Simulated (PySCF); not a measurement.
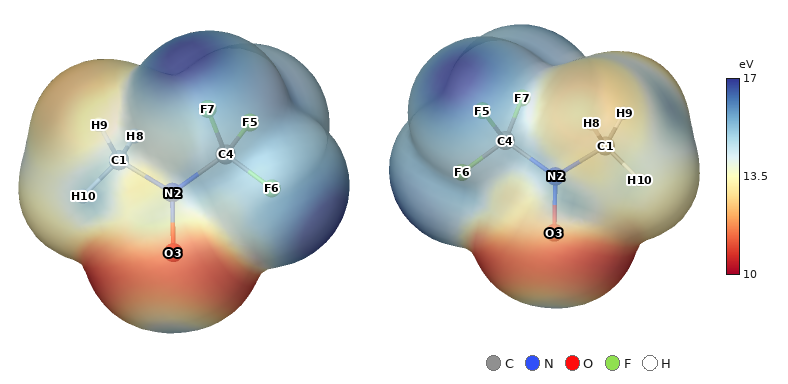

*C₂H₃F₃NO, doublet, SMILES `CN([O])C(F)(F)F`. Average local ionisation energy on the surface of electron density 0.001 a.u. (back view left, front view right).*

Method: PBE0/6-31+G*; geometry: GFN2-xTB; program: PySCF. No frequency check shows the geometry to be a minimum. The stability of the open-shell solution wasn't checked. GFN2-xTB doesn't know the spin state, so this open-shell geometry is rough.

> Locate the minima of the map.

The lowest value is 10.5 eV, near O3 (1.86 Å) and H10 (2.03 Å). Further minima include 10.7 eV, 1.8 Å from O3; 12.4 eV, 1.3 Å from H9; 14.5 eV, 1.7 Å from F5. For comparison, the highest occupied orbital lies at −7.1 eV.

Cost of the run: 41 s on 1 thread of Arm Neoverse V1, on a shared host, peak memory 0.54 GiB.
